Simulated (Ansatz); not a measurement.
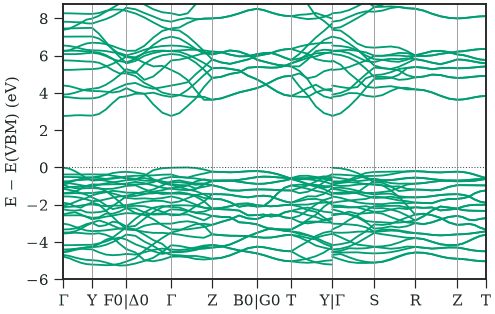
Figure: Band structure from PBE in the plane-wave PAW code Ansatz

Question: Read off the gap and where the band edges lie.

Answer: About 2.8 eV (2.76 eV by a search for the band edges); maximum on the Γ–Z line, 35 % of the way from Γ, minimum at Γ.

The material is SiBi2O5 in space group Cmcm (No. 63; Pearson symbol oS32).

The start of the workflow was typed in or built on a structure type; neither database checked (COD, Materials Project) lists it. Whether it is the stable phase at ambient conditions was not checked. Symmetry was held in the PBE relaxation; its stability against distortions is not shown here. Scalar-relativistic: spin–orbit coupling is off unless named, which matters more the heavier the elements.

Potentials: the earlier of the program's two PAW sets.
